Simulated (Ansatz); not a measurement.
# CH7FSi2: the cost of one run

All numbers are computed with Ansatz 0.2.0 through its Python package. The levels of theory stand in the script.

## 1. The structure

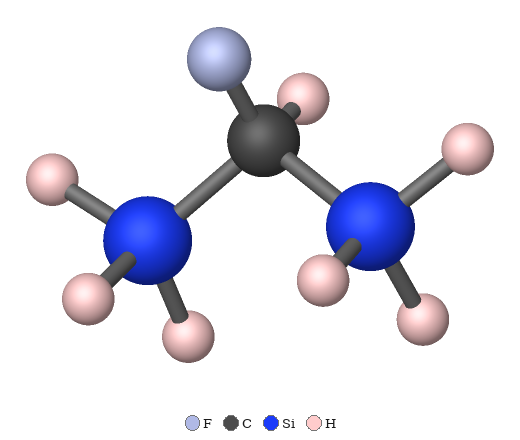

The structure that the script starts from, seen from a chosen angle (fluorine light blue, carbon dark grey, silicon blue, hydrogen pink).

The script holds or builds the structure itself.

## 2. Script

Contents of ch7fsi2_methods.py:

```python
from pathlib import Path

import ansatz as az
import numpy as np

BASIS = "cc-pVDZ"

GEOMETRY = """
F    -0.00540    1.83950   -0.47920
C    -0.51040    0.62320   -0.21610
Si   -0.04560    0.15130    1.47560
Si    0.34870   -0.56780   -1.36560
H    -1.59210    0.63560   -0.34680
H    -0.60310    1.09550    2.48730
H     1.48800    0.15810    1.69460
H    -0.47840   -1.18840    1.83370
H    -0.06840   -0.24730   -2.73130
H    -0.21680   -1.95890   -1.09100
H     1.74880   -0.59770   -1.24050
"""

geometry = az.Crystal.molecule()
for line in GEOMETRY.strip().splitlines():
    symbol, *xyz = line.split()
    geometry = geometry.atom(symbol, [float(v) for v in xyz])

base = geometry.calculation().basis(gaussian=BASIS)

print("functional    E (Ha)        dipole (D)   HOMO (eV)  LUMO (eV)")
for name in ["blyp", "hse06", "lda", "cam_b3lyp"]:
    report = base.functional(name).forces().orbitals().run(threads=1, backend="cpu", runs_dir="runs").report
    lines = Path(report["orbitals_path"]).read_text().splitlines()
    field_of = lambda key: [line.split("=")[1].strip() for line in lines if line.startswith(key)]
    orbitals = [(27.211386 * float(e), s, float(n)) for e, s, n in zip(field_of("Ene="), field_of("Spin="), field_of("Occup="))]
    homo = max(e for e, _, n in orbitals if n > 0.5)
    lumo = min(e for e, _, n in orbitals if n < 0.5)
    dipole = 4.803205 * np.linalg.norm(report["charge_distribution"]["dipole_moment_e_ang"])
    print(f"{name:10s} {report['free_energy_ev'] / 27.211386246:14.6f} {dipole:9.3f} {homo:11.3f} {lumo:10.3f}")
```

## 3. What the engine is handed

The engine receives this input (first run):

```yaml
crystal:
  periodic: [false, false, false]
  atoms:
    - { symbol: F, position_ang: [-0.0054, 1.8395, -0.4792] }
    - { symbol: C, position_ang: [-0.5104, 0.6232, -0.2161] }
    - { symbol: Si, position_ang: [-0.0456, 0.1513, 1.4756] }
    - { symbol: Si, position_ang: [0.3487, -0.5678, -1.3656] }
    - { symbol: H, position_ang: [-1.5921, 0.6356, -0.3468] }
    - { symbol: H, position_ang: [-0.6031, 1.0955, 2.4873] }
    - { symbol: H, position_ang: [1.488, 0.1581, 1.6946] }
    - { symbol: H, position_ang: [-0.4784, -1.1884, 1.8337] }
    - { symbol: H, position_ang: [-0.0684, -0.2473, -2.7313] }
    - { symbol: H, position_ang: [-0.2168, -1.9589, -1.091] }
    - { symbol: H, position_ang: [1.7488, -0.5977, -1.2405] }
basis:
  gaussian:
    orbitals: cc-pVDZ
hamiltonian:
  xc: blyp
output:
  orbitals: {}
  forces: true
```

## 4. The run

The run is started by

```bash
$ python ch7fsi2_methods.py
```

What time and memory should one allow on 1 thread of Arm Neoverse V2, shared host?

About 17 s, with a peak of 0.3 GiB.
